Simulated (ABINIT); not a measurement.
# Diamond (Fd-3m, 2 atoms a cell): G0W0 in ABINIT against the plane-wave cutoff

Wanted: the cheapest plane-wave cutoff that holds the gap of Diamond (Fd-3m, 2 atoms a cell).

Calculated with ABINIT 10.8.3; PBE and many-body steps on it, plane waves.

### 1. The structure

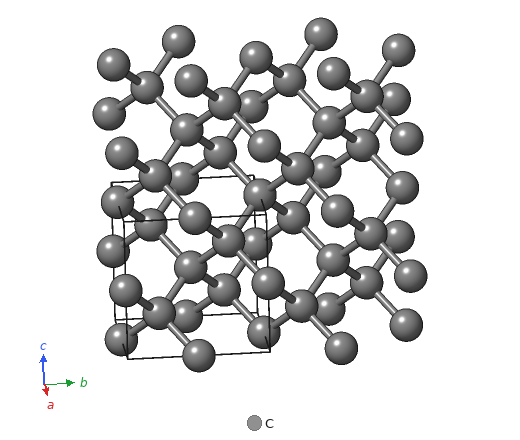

The cell as given, slightly off an axis (carbon grey). 1×2×2 cells are drawn. This picture shows the conventional cell, with its axes. Some periodic images of atoms are drawn too.

The cell and positions come from the Crystallography Open Database and are kept as given unless a step says otherwise.

### 2. Empty states on the mesh, 8×8×8 mesh, 218 bands

This step: ABINIT 10.8.3; DFT, PBE, plane waves, norm-conserving pseudopotentials.

The sums over transitions need many empty states on a uniform mesh; this step solves for them.

The input, run.abi:

```
acell 3*1.0 Angstrom
rprim 
  -0.000000000000 1.783370000000 1.783370000000
  1.783370000000 0.000000000000 1.783370000000
  1.783370000000 1.783370000000 0.000000000000
ntypat 1
znucl 6
natom 2
typat 1 1
xred 
  0.000000000000 0.000000000000 -0.000000000000
  0.250000000000 0.250000000000 0.250000000000
pp_dirpath "pseudos"
pseudos "C.upf"
ecut 37
ngkpt 8 8 8
nshiftk 1
shiftk 0 0 0
kptopt 1
chksymbreak 0
irdden 1
istwfk *1
nband 218
prtvol 0
optdriver 6
gwr_task "HDIAGO"
paral_kgb 0
occopt 1
indata_prefix "in"
outdata_prefix "out"
tmpdata_prefix "tmp"
```

Started as:

```
> OMP_NUM_THREADS=1 mpirun -n 4 abinit run.abi > log
```

Log:

```text
.Version 10.8.3 of ABINIT. v10.8.2 released Aug 2026.

 Symmetries : space group Fd -3 m (#227); Bravais cF (face-center cubic)
[... echo of the input left out ...]
== DATASET  1 ==================================================================
-   mpi_nproc: 4, omp_nthreads: 1 (-1 if OMP is not activated)

--- !DatasetInfo
iteration_state: {dtset: 1, }
dimensions: {natom: 2, nkpt: 29, mband: 218, nsppol: 1, nspinor: 1, nspden: 1, mpw: 869, }
cutoff_energies: {ecut:  37.0, pawecutdg:  -1.0, }
[...]
Indirect band gap semiconductor
 Fundamental gap:     4.190 (eV)
   VBM:    10.293 (eV) at k: [ 0.0000E+00,  0.0000E+00,  0.0000E+00]
   CBM:    14.483 (eV) at k: [ 3.7500E-01,  3.7500E-01,  0.0000E+00]
 Direct gap:         5.626 (eV) at k: [ 0.0000E+00,  0.0000E+00,  0.0000E+00]

== END DATASET(S) ==============================================================
================================================================================

 -outvars: echo values of variables after computation  --------
           etotal      0.0000000000E+00
            nband         218
             nkpt          29
          spgroup         227
 [... the other variables as echoed above ...]

 Calculation completed.
```

It took 4.5 s on 4 MPI ranks of AMD EPYC 9R45, shared host; peak memory 0.44 GiB; 17 s of CPU time.

This step gave:

```yaml
gap: 4.190 eV
k_of_the_valence_top: 0, 0, 0
k_of_the_conduction_bottom: 0.375, 0.375, 0
least_direct_gap: 5.626 eV
k_points_computed: 29
lowest_point_of_the_top_converged_band_above_the_valence_top: 374.6723 eV
```

On this mesh the gap is 4.190 eV.

The density comes from a self-consistent run that is not shown.

### 3. Empty states on the mesh, 8×8×8 mesh, 64 bands

run.abi: that of step 2 with these lines changed.

```diff
@@ -14,3 +14,3 @@
 pseudos "C.upf"
-ecut 37
+ecut 22
 ngkpt 8 8 8
@@ -22,3 +22,3 @@
 istwfk *1
-nband 218
+nband 64
 prtvol 0
```

Log:

```text
[banner, memory and clock lines left out]
.Version 10.8.3 of ABINIT. v10.8.2 released Aug 2026.

 Symmetries : space group Fd -3 m (#227); Bravais cF (face-center cubic)
[... echo of the input left out ...]
== DATASET  1 ==================================================================
-   mpi_nproc: 4, omp_nthreads: 1 (-1 if OMP is not activated)

--- !DatasetInfo
iteration_state: {dtset: 1, }
dimensions: {natom: 2, nkpt: 29, mband: 64, nsppol: 1, nspinor: 1, nspden: 1, mpw: 391, }
cutoff_energies: {ecut:  22.0, pawecutdg:  -1.0, }
[...]
Integrated=    8.0000E+00

 === KS gaps after direct diagonalization ===
 Indirect band gap semiconductor
 Fundamental gap:     4.052 (eV)
   VBM:    10.463 (eV) at k: [ 0.0000E+00,  0.0000E+00,  0.0000E+00]
   CBM:    14.515 (eV) at k: [ 3.7500E-01,  3.7500E-01,  0.0000E+00]
 Direct gap:         5.641 (eV) at k: [ 0.0000E+00,  0.0000E+00,  0.0000E+00]

== END DATASET(S) ==============================================================

 -outvars: echo values of variables after computation  --------
           etotal      0.0000000000E+00
            nband          64
             nkpt          29
          spgroup         227
 [... the other variables as echoed above ...]

 Calculation completed.
```

Wall time 1.7 s (4 MPI ranks); peak memory 0.07 GiB.

Numbers from this step:

| Property | Result |
| --- | --- |
| gap | 4.052 eV |
| k of the valence top | 0, 0, 0 |
| k of the conduction bottom | 0.375, 0.375, 0 |
| least direct gap | 5.641 eV |
| k points computed | 29 |
| lowest point of the top converged band, above the valence top | 121.8530 eV |

On this mesh the gap is 4.052 eV.

### 4. Empty states on the mesh, 8×8×8 mesh, 64 bands

run.abi: that of step 3 with these lines changed.

```diff
@@ -14,3 +14,3 @@
 pseudos "C.upf"
-ecut 22
+ecut 30
 ngkpt 8 8 8
```

Log:

```text
[banner, memory and clock lines left out]
.Version 10.8.3 of ABINIT. v10.8.2 released Aug 2026.

 Symmetries : space group Fd -3 m (#227); Bravais cF (face-center cubic)
[... echo of the input left out ...]
== DATASET  1 ==================================================================
-   mpi_nproc: 4, omp_nthreads: 1 (-1 if OMP is not activated)

--- !DatasetInfo
iteration_state: {dtset: 1, }
dimensions: {natom: 2, nkpt: 29, mband: 64, nsppol: 1, nspinor: 1, nspden: 1, mpw: 620, }
cutoff_energies: {ecut:  30.0, pawecutdg:  -1.0, }
[...]
Integrated=    8.0000E+00

 === KS gaps after direct diagonalization ===
 Indirect band gap semiconductor
 Fundamental gap:     4.185 (eV)
   VBM:    10.299 (eV) at k: [ 0.0000E+00,  0.0000E+00,  0.0000E+00]
   CBM:    14.484 (eV) at k: [ 3.7500E-01,  3.7500E-01,  0.0000E+00]
 Direct gap:         5.635 (eV) at k: [ 0.0000E+00,  0.0000E+00,  0.0000E+00]

== END DATASET(S) ==============================================================

 -outvars: echo values of variables after computation  --------
           etotal      0.0000000000E+00
            nband          64
             nkpt          29
          spgroup         227
 [... the other variables as echoed above ...]

 Calculation completed.
```

Run time: 2.3 s. Hardware: 4 MPI ranks; peak memory 0.09 GiB.

Numbers from this step:

- gap: 4.185 eV
- k of the valence top: 0, 0, 0
- k of the conduction bottom: 0.375, 0.375, 0
- least direct gap: 5.635 eV
- k points computed: 29
- lowest point of the top converged band, above the valence top: 121.9287 eV

On this mesh the gap is 4.185 eV.

### 5. Empty states on the mesh, 8×8×8 mesh, 64 bands

run.abi: that of step 4 with these lines changed.

```diff
@@ -14,3 +14,3 @@
 pseudos "C.upf"
-ecut 30
+ecut 46
 ngkpt 8 8 8
```

Log:

```text
[banner, memory and clock lines left out]
.Version 10.8.3 of ABINIT. v10.8.2 released Aug 2026.

 Symmetries : space group Fd -3 m (#227); Bravais cF (face-center cubic)
[... echo of the input left out ...]
== DATASET  1 ==================================================================
-   mpi_nproc: 4, omp_nthreads: 1 (-1 if OMP is not activated)

--- !DatasetInfo
iteration_state: {dtset: 1, }
dimensions: {natom: 2, nkpt: 29, mband: 64, nsppol: 1, nspinor: 1, nspden: 1, mpw: 1158, }
cutoff_energies: {ecut:  46.0, pawecutdg:  -1.0, }
[...]
Integrated=    8.0000E+00

 === KS gaps after direct diagonalization ===
 Indirect band gap semiconductor
 Fundamental gap:     4.189 (eV)
   VBM:    10.293 (eV) at k: [ 0.0000E+00,  0.0000E+00,  0.0000E+00]
   CBM:    14.482 (eV) at k: [ 3.7500E-01,  3.7500E-01,  0.0000E+00]
 Direct gap:         5.624 (eV) at k: [ 0.0000E+00,  0.0000E+00,  0.0000E+00]

== END DATASET(S) ==============================================================

 -outvars: echo values of variables after computation  --------
           etotal      0.0000000000E+00
            nband          64
             nkpt          29
          spgroup         227
 [... the other variables as echoed above ...]

 Calculation completed.
```

Run time: 5.4 s. Hardware: 4 MPI ranks; peak memory 0.57 GiB; 21 s of CPU time.

This step gave:

```
gap                                                           : 4.189 eV
k of the valence top                                          : 0, 0, 0
k of the conduction bottom                                    : 0.375, 0.375, 0
least direct gap                                              : 5.624 eV
k points computed                                             : 29
lowest point of the top converged band, above the valence top : 121.9247 eV
```

On this mesh the gap is 4.189 eV.

### 6. Screening, 8×8×8 mesh, 56 bands, screening to 261.2 eV

The RPA dielectric matrix is built and inverted for each q.

This step: RPA screening on PBE, plane waves, norm-conserving pseudopotentials.

run.abi: that of step 5 with these lines changed.

```diff
@@ -14,3 +14,3 @@
 pseudos "C.upf"
-ecut 46
+ecut 22
 ngkpt 8 8 8
@@ -20,10 +20,11 @@
 chksymbreak 0
-irdden 1
 istwfk *1
-nband 64
-prtvol 0
-optdriver 6
-gwr_task "HDIAGO"
-paral_kgb 0
 occopt 1
+irdwfk 1
+optdriver 3
+nband 56
+ecuteps 9.6
+inclvkb 2
+awtr 1
+symchi 1
 indata_prefix "in"
```

Log:

```text
.Version 10.8.3 of ABINIT. v10.8.2 released Aug 2026.

 Symmetries : space group Fd -3 m (#227); Bravais cF (face-center cubic)
[... echo of the input left out ...]
== DATASET  1 ==================================================================
-   mpi_nproc: 4, omp_nthreads: 1 (-1 if OMP is not activated)

--- !DatasetInfo
iteration_state: {dtset: 1, }
dimensions: {natom: 2, nkpt: 29, mband: 56, nsppol: 1, nspinor: 1, nspden: 1, mpw: 391, }
cutoff_energies: {ecut:  22.0, pawecutdg:  -1.0, }
electrons: {nelect:   8.00000000E+00, charge:   0.00000000E+00, occopt:   1.00000000E+00, tsmear:   1.00000000E-02, }

 SCREENING: Calculation of the susceptibility and dielectric matrices

 Based on a program developped by R.W. Godby, V. Olevano, G. Onida, and L. Reining.
 Incorporated in ABINIT by V. Olevano, G.-M. Rignanese, and M. Torrent.
.Using double precision arithmetic ; gwpc =  8

[... cell and pseudopotentials left out ...]
--------------------------------------------------------------------------------

 ==== K-mesh for the wavefunctions ====
 Number of points in the irreducible wedge :    29
[... list of points left out ...]
 Together with 48 symmetry operations and time-reversal symmetry
 yields   512 points in the full Brillouin Zone.

 ==== Q-mesh for the screening function ====
 Number of points in the irreducible wedge :    29
[... list of points left out ...]
 Together with 48 symmetry operations and time-reversal symmetry
 yields   512 points in the full Brillouin Zone.

 setmesh: FFT mesh size selected  =    20x   20x   20
          total number of points  =         8000

 vcoul_init : cutoff-mode = AUXILIARY_FUNCTION
 q-points for optical limit:   1
     1)      0.000010    0.000020    0.000030

- screening: taking advantage of time-reversal symmetry
- Maximum band index for partially occupied states nbvw = 4
- Remaining bands to be divided among processors   nbcw = 52
- Number of bands treated by each node ~13

 Number of electrons calculated from density =    8.0000; Expected =    8.0000
 average of density, n =  0.104505
 r_s =    1.3170
 omega_plasma =   31.1835 [eV]

 calculating chi0 at frequencies [eV] :
  1    0.000000E+00    0.000000E+00
  2    0.000000E+00    3.118352E+01

--------------------------------------------------------------------------------
  q-point number  1        q = ( 0.000000, 0.000000, 0.000000) [r.l.u.]
--------------------------------------------------------------------------------
[... chi0 elements left out ...]
 For q-point:  0.000010 0.000020 0.000030
  dielectric constant =   5.5413
  dielectric constant without local fields =   5.9809

  Average fulfillment of the sum rule on Im[epsilon] for q-point    1 :     85.50  [%]
[... wings left out ...]
  q-point number  2        q = ( 0.125000, 0.000000, 0.000000) [r.l.u.]
--------------------------------------------------------------------------------
[... chi0 elements left out ...]
  Average fulfillment of the sum rule on Im[epsilon] for q-point    2 :     97.26  [%]

 [... 27 further q-points ...]
```

The job ended after 18 s (4 MPI ranks; peak memory 0.62 GiB; 72 s of CPU time).

Numbers from this step:

```
ε∞ with local fields, on this mesh, along the program's q direction : 5.541
the same without local fields                                       : 5.981
plasma frequency                                                    : 31.18 eV
plane waves in the screening matrix                                 : 113
```

Local fields lower ε∞ by 7 %.

### 7. 22 Ha

This step: G0W0 on PBE, plane waves, norm-conserving pseudopotentials.

run.abi: that of step 6 with these lines changed.

```diff
@@ -23,8 +23,17 @@
 irdwfk 1
-optdriver 3
+optdriver 4
 nband 56
+gwcalctyp 0
+ecutsigx 22
+symsigma 1
+nkptgw 2
+kptgw 
+  0.0000000000 0.0000000000 0.0000000000
+  0.3750000000 0.3750000000 0.0000000000
+bdgw 
+  2 7
+  3 6
 ecuteps 9.6
-inclvkb 2
-awtr 1
-symchi 1
+irdscr 1
+ppmodel 1
 indata_prefix "in"
```

Log:

```text
.Version 10.8.3 of ABINIT. v10.8.2 released Aug 2026.

 Symmetries : space group Fd -3 m (#227); Bravais cF (face-center cubic)
[... echo of the input left out ...]
== DATASET  1 ==================================================================
-   mpi_nproc: 4, omp_nthreads: 1 (-1 if OMP is not activated)

--- !DatasetInfo
iteration_state: {dtset: 1, }
dimensions: {natom: 2, nkpt: 29, mband: 56, nsppol: 1, nspinor: 1, nspden: 1, mpw: 391, }
cutoff_energies: {ecut:  22.0, pawecutdg:  -1.0, }
electrons: {nelect:   8.00000000E+00, charge:   0.00000000E+00, occopt:   1.00000000E+00, tsmear:   1.00000000E-02, }

 SIGMA: Calculation of the GW corrections

 Based on a program developped by R.W. Godby, V. Olevano, G. Onida, and L. Reining.
 Incorporated in ABINIT by V. Olevano, G.-M. Rignanese, and M. Torrent.
.Using double precision arithmetic ; gwpc =  8

[... cell and pseudopotentials left out ...]
--------------------------------------------------------------------------------

 ==== K-mesh for the wavefunctions ====
 Number of points in the irreducible wedge :    29
[... list of points left out ...]
 Together with 48 symmetry operations and time-reversal symmetry
 yields   512 points in the full Brillouin Zone.

 ==== Q-mesh for screening function ====
 Number of points in the irreducible wedge :    29
[... list of points left out ...]
 Together with 48 symmetry operations and time-reversal symmetry
 yields   512 points in the full Brillouin Zone.

 vcoul_init : cutoff-mode = AUXILIARY_FUNCTION
 q-points for optical limit:   1
     1)      0.000010    0.000020    0.000030
 setmesh: FFT mesh size selected  =    20x   20x   20
          total number of points  =         8000

 Number of electrons calculated from density =    8.0000; Expected =    8.0000
 average of density, n =  0.104505
 r_s =    1.3170
 omega_plasma =   31.1835 [eV]

 === KS Band Gaps ===
  >>>> For spin  1
   Minimum direct gap =   5.6412 [eV], located at k-point      :   0.0000  0.0000  0.0000
   Fundamental gap    =   4.0517 [eV], Top of valence bands at :   0.0000  0.0000  0.0000
                                       Bottom of conduction at :   0.3750  0.3750  0.0000
 SIGMA fundamental parameters:
 PLASMON POLE MODEL  1
 number of plane-waves for SigmaX                  339
 number of plane-waves for SigmaC and W            113
 number of plane-waves for wavefunctions           339
 number of bands                                    56
 number of independent spin polarizations            1
 number of spinorial components                      1
 number of k-points in IBZ                          29
 number of q-points in IBZ                          29
 number of symmetry operations                      48
 number of k-points in BZ                          512
 number of q-points in BZ                          512
 number of frequencies for dSigma/dE                 9
 frequency step for dSigma/dE [eV]                0.25
 number of omega for Sigma on real axis              0
 max omega for Sigma on real axis  [eV]           0.00
 zcut for avoiding poles [eV]                     0.10

 EPSILON^-1 parameters (SCR file):
 dimension of the eps^-1 matrix on file            113
 dimension of the eps^-1 matrix used               113
 number of plane-waves for wavefunctions           339
 number of bands                                    56
 number of q-points in IBZ                          29
 number of frequencies                               2
 number of real frequencies                          1
 number of imag frequencies                          1

 matrix elements of self-energy operator (all in [eV])

 Perturbative Calculation

--- !SelfEnergy_ee
iteration_state: {dtset: 1, }
kpoint     : [   0.000,    0.000,    0.000, ]
spin       : 1
KS_gap     :    5.641
QP_gap     :    7.418
Delta_QP_KS:    1.777
data: !SigmaeeData |
     Band     E0 <VxcDFT>   SigX SigC(E0)      Z dSigC/dE  Sig(E)    E-E0       E
        2  10.463 -16.953 -19.285   1.553   0.832  -0.201 -17.601  -0.649   9.815
        3  10.463 -16.953 -19.285   1.553   0.832  -0.201 -17.601  -0.649   9.815
        4  10.463 -16.953 -19.285   1.553   0.832  -0.201 -17.601  -0.649   9.815
        5  16.105 -15.611  -9.525  -4.731   0.833  -0.200 -14.482   1.128  17.233
        6  16.105 -15.611  -9.525  -4.731   0.833  -0.200 -14.482   1.128  17.233
        7  16.105 -15.611  -9.525  -4.731   0.833  -0.200 -14.482   1.128  17.233

--- !SelfEnergy_ee
iteration_state: {dtset: 1, }
kpoint     : [   0.375,    0.375,    0.000, ]
spin       : 1
KS_gap     :    9.915
QP_gap     :   11.565
Delta_QP_KS:    1.650
data: !SigmaeeData |
     Band     E0 <VxcDFT>   SigX SigC(E0)      Z dSigC/dE  Sig(E)    E-E0       E
        3   4.600 -15.961 -20.453   3.237   0.817  -0.225 -16.986  -1.025   3.575
        4   4.600 -15.961 -20.453   3.237   0.817  -0.225 -16.986  -1.025   3.575
        5  14.515 -14.074  -8.671  -4.661   0.843  -0.187 -13.449   0.625  15.140
        6  17.115 -13.225  -7.307  -5.204   0.844  -0.185 -12.623   0.603  17.718

== END DATASET(S) ==============================================================
================================================================================

 -outvars: echo values of variables after computation  --------
           etotal      0.0000000000E+00
            nband          56
             nkpt          29
          spgroup         227
 [... the other variables as echoed above ...]

 Calculation completed.
```

Run time: 4.3 s. Hardware: 4 MPI ranks; peak memory 0.69 GiB.

This step gave:

```
G0W0 gap on the points computed              : 5.325 eV
starting gap on the mesh                     : 4.052 eV
k of the valence top                         : 0, 0, 0
k of the conduction bottom                   : 0.375, 0.375, 0
Z at the valence top                         : 0.832
Z at the conduction bottom                   : 0.843
least direct G0W0 gap on the computed points : 7.418 eV
```

[end of part 1 of 2]

[Paths, hosts, dates, memory and timing lines, banners, echoed tables and standing remarks are left out of the program output.]

[Logs are printed without paths, hosts, clocks, repeated set-up lines and the standing remarks that a program may print on its own settings, such as how far it seeks lower states.]

[Runs of the session that timed out or met a known fault of the program may be left out.]

[Hosts, paths, dates, database ids (printed as entryN), source tags and the programs' standing remarks are cut or masked in the printed files.]

[G0W0 gaps are taken among the corrected bands and points alone; a level outside them can change the order at an edge.]

[Where Ansatz stands beside ABINIT at settings called matched, ABINIT's density can come from a denser mesh and the files from another edition; pairs whose starting gaps differed by over 0.03 eV were left out, so agreement reads better than it is.]
